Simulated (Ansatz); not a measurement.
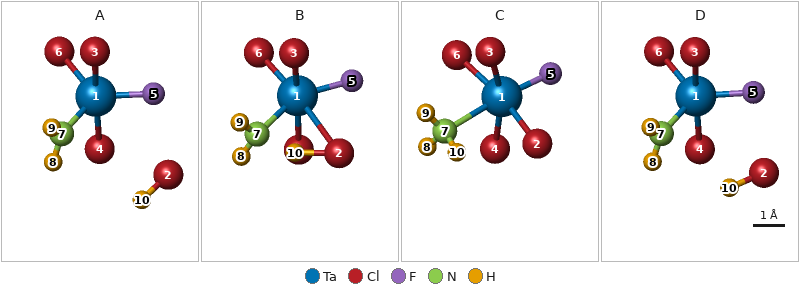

4 geometries from a converged minimum-energy path of TaNH3Cl4F, shuffled. A ball-and-stick model, seen from a free direction.

These are results of Ansatz 0.2.0, RHF/def2-SVP, not measurements. Run with 9 movable images; climbing image; force threshold 0.05 eV/Å; iteration limit 60; starting path through a guess of the saddle point.

Q: Which frame is the transition state?

A: B. In order along the path, whose images run from 0 to 10: C (image 1, +0.05 eV), B (image 4, +2.12 eV), D (image 8, +1.48 eV), A (image 9, +1.46 eV). Breaking: N7–H10 (1.01 → 1.48 at the top → 4.27 Å), Ta1–Cl2 (2.36 → 2.88 at the top → 4.25 Å). Forming: Cl2–H10 (2.86 → 1.43 at the top → 1.27 Å).

Limits of the set-up: Hartree-Fock leaves out electron correlation.

Cost: 7.8 min on 4 threads of Arm Neoverse V1 (shared host), peak memory 0.5 GiB.
